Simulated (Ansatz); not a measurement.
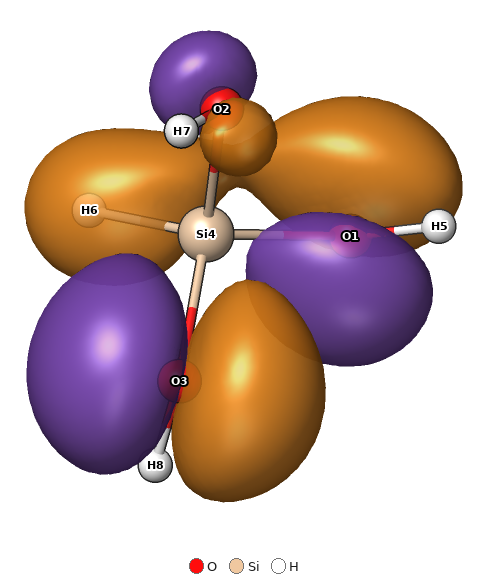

H$_{4}$O$_{3}$Si. The HOMO−1 at ±0.1 Å⁻³ᐟ² (orange and purple are the two phases), seen at an oblique angle.

Geometry: PBE0-D3(BJ)/def2-SVP.

Level of theory: Ansatz, isolated molecule in a Gaussian basis; Kohn-Sham density functional theory, functional PBE0.

```xyz
8

O     0.1500    1.8544    1.9708
O     2.7677    2.1855    1.4746
O     1.4564    0.5872   -0.1273
Si    1.5214    1.1022    1.4490
H     0.0077    2.7454    1.6356
H     1.6931   -0.0428    2.3719
H     3.3999    2.0961    0.7553
H     0.8638   -0.1427   -0.3268
```

**Describe this orbital and give its energy.**

By Hirshfeld shares it lies mainly on O3 (about 45 %) and O1 (about 30 %); largely a combination of lone pairs on O3 and O1. Its energy is −9.33 eV.
